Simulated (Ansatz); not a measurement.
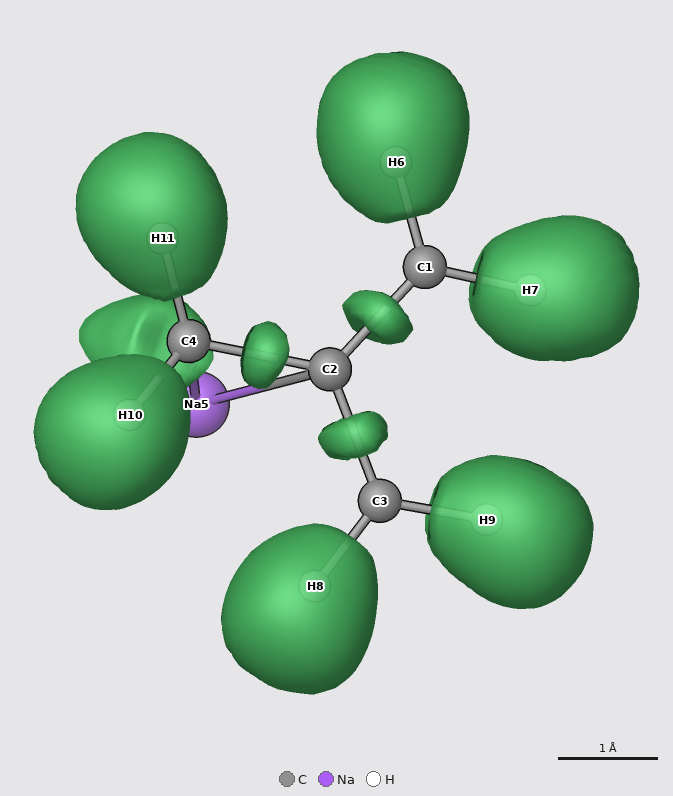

Figure 1: C4H6Na (SMILES [CH2][C]1([CH2])[CH2][Na]1) (doublet). Isosurface of the ELF at 0.85 (green), seen across its widest extent. Only the valence region is drawn (cores and ρ < 0.01 e/Å³ removed).

Geometry: PBE-D3(BJ)/def2-SVP.

Theory: isolated molecule in a Gaussian basis; Kohn-Sham density functional theory, functional PBE0 (Ansatz).

The calculation's input:

```
crystal:
  periodic: [false, false, false]
  atoms:
    - {symbol: C, position_ang: [-2.116094, -0.379338, -2.463350]}
    - {symbol: C, position_ang: [-1.593767, -0.488287, -1.143907]}
    - {symbol: C, position_ang: [-2.299361, 0.223894, -0.132272]}
    - {symbol: C, position_ang: [-0.349166, -1.204240, -0.868089]}
    - {symbol: Na, position_ang: [0.506216, 0.975315, -0.851556]}
    - {symbol: H, position_ang: [-1.658127, -0.924618, -3.303778]}
    - {symbol: H, position_ang: [-3.016450, 0.220457, -2.666451]}
    - {symbol: H, position_ang: [-2.014270, 0.134541, 0.930095]}
    - {symbol: H, position_ang: [-3.230998, 0.760641, -0.366261]}
    - {symbol: H, position_ang: [-0.261671, -1.620284, 0.153004]}
    - {symbol: H, position_ang: [-0.024178, -1.916215, -1.646703]}
basis:
  gaussian:
    orbitals: def2-TZVPD
magnetization:
  spin_polarized: true
  initial_magnetization: 1
hamiltonian:
  xc: pbe0
output: {forces: true, orbitals: {seedname: orbitals}}
```

Command:

```sh
ansatz run input.yaml --threads 2 --pin off --max-ram 4350MiB --events-out events.jsonl --progress --plain --runs-dir runs
```

Where are the electrons localised?

Answer. The ELF exceeds this value in three regions between bonded C–C atoms (shared pairs), six regions around hydrogen nuclei and one region wrapped around Na (its valence shell).

Values along the shortest contacts:
C–C (1.42 Å): the ELF peaks at about 0.95 between the atoms (localised, covalent bonding). C–Na (2.34 Å): the ELF peaks at about 0.90 in the valence shell of C, 0.8 Å from its nucleus, and is about 0.45 at the midpoint.
